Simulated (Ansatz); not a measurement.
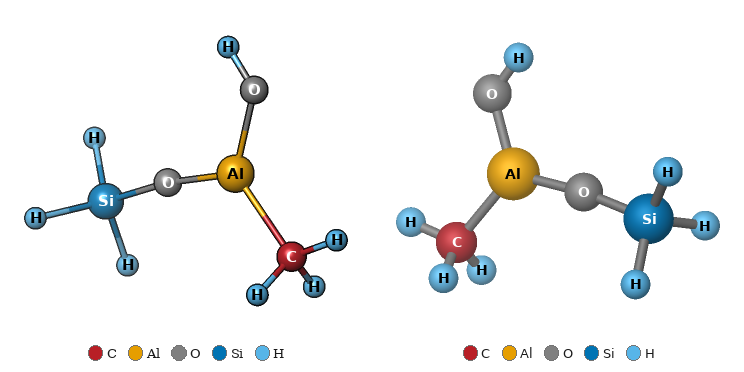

Two views of one molecule.

Which formula does it have?

CH7AlO2Si, 12 atoms: 1 carbon, 7 hydrogen, 1 aluminium, 2 oxygen and 1 silicon.

How many bonds of each kind are drawn?

3 C–H, 3 Si–H, 2 Al–O, 1 C–Al, 1 O–Si, 1 O–H.

Give a SMILES string for it.

[CH3][Al]([OH])[O][SiH3]

Name some functional groups or characteristic bonds that it holds.

Among them: Si–H bond, Si–O bond.

The parts below concern this one geometry. Atoms keep their numbers from picture to picture. Computed geometry: PBE0-D4/def2-TZVP optimisation.

### Shape

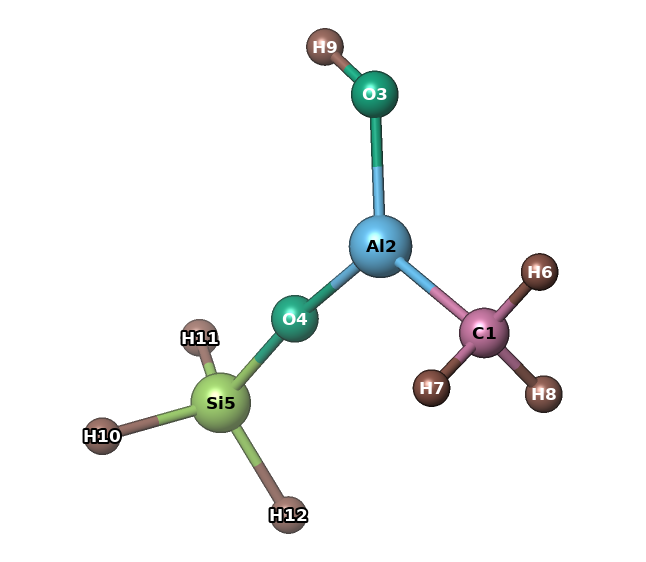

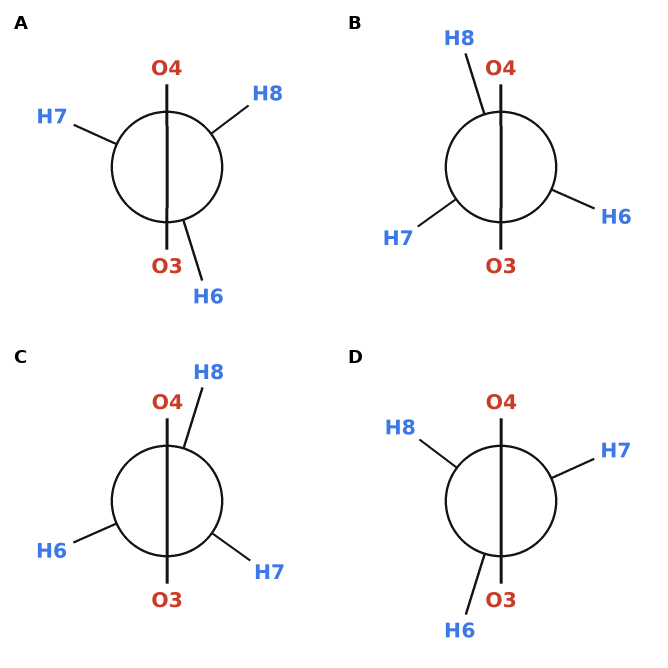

Depth is shown by fading: the farther an atom, the more it takes the colour of the background. Bonds that would overlap in a projection are set slightly apart.

Which Newman projection shows the view along Al2–C1, with Al2 in front?

A. The torsion angle O3–Al2–C1–H6 is −6°, synperiplanar (eclipsed).

### Vibrations

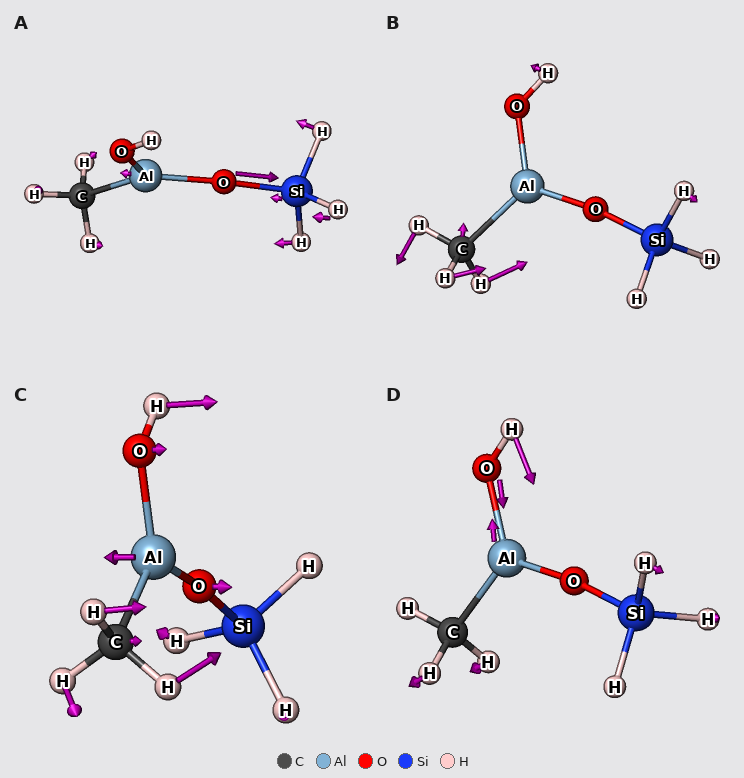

4 normal modes of one molecule or complex, as arrows. Harmonic vibrations computed with RKS PBE0-D4/def2-TZVP (Ansatz 0.2.0) at a stationary point of the same level.

Match the panels to the wavenumbers 237 cm⁻¹, 667 cm⁻¹, 883 cm⁻¹, 1145 cm⁻¹.

A: 1145 cm⁻¹
B: 667 cm⁻¹
C: 237 cm⁻¹
D: 883 cm⁻¹

### Charges

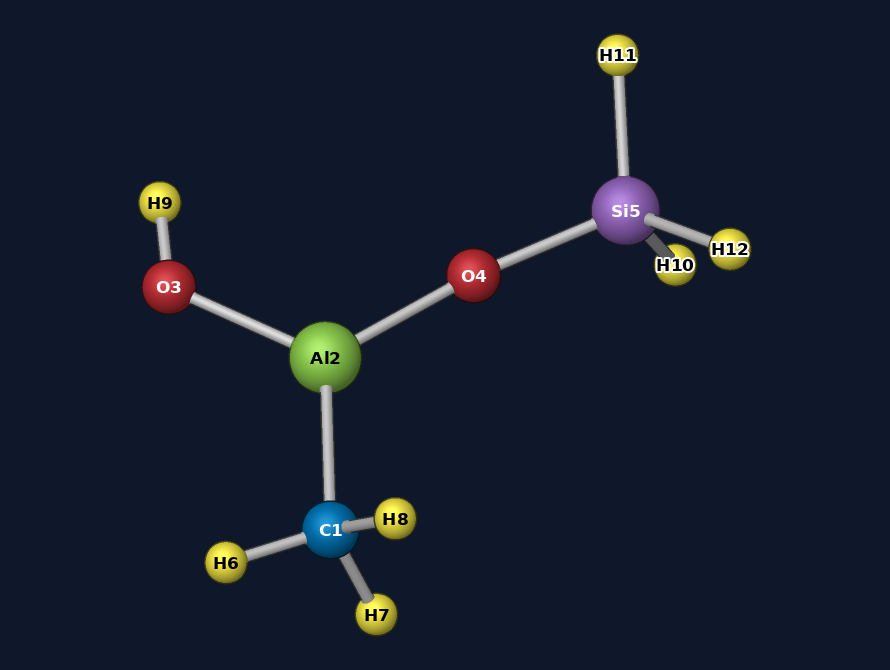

The questions are on Mulliken charges. Properties computed with RKS PBE0-D4/def2-TZVP (Ansatz 0.2.0).

Give the Mulliken charges atom by atom.

| atom | value (e) |
| --- | --- |
| C1 | −0.61 |
| Al2 | 0.59 |
| O3 | −0.55 |
| O4 | −0.30 |
| Si5 | 0.24 |
| H6 | 0.16 |
| H7 | 0.15 |
| H8 | 0.15 |
| H9 | 0.32 |
| H10 | −0.05 |
| H11 | −0.04 |
| H12 | −0.04 |

### Levels of theory compared

Program: Ansatz 0.2.0.

Tabulate HOMO–LUMO gap (eV), dipole (D) at these levels: B3LYP-D4/def2-TZVPP; PBE-D4/def2-TZVPP; r2SCAN-D4/def2-TZVPP; ωB97M-V/def2-TZVPP.

```
               level  HOMO–LUMO gap (eV)  dipole (D)
 B3LYP-D4/def2-TZVPP                7.58        0.10
   PBE-D4/def2-TZVPP                5.83        0.08
r2SCAN-D4/def2-TZVPP                6.64        0.08
  ωB97M-V/def2-TZVPP               11.89        0.10
```

Mulliken values depend strongly on the basis set and can even reverse the polarity of a bond.
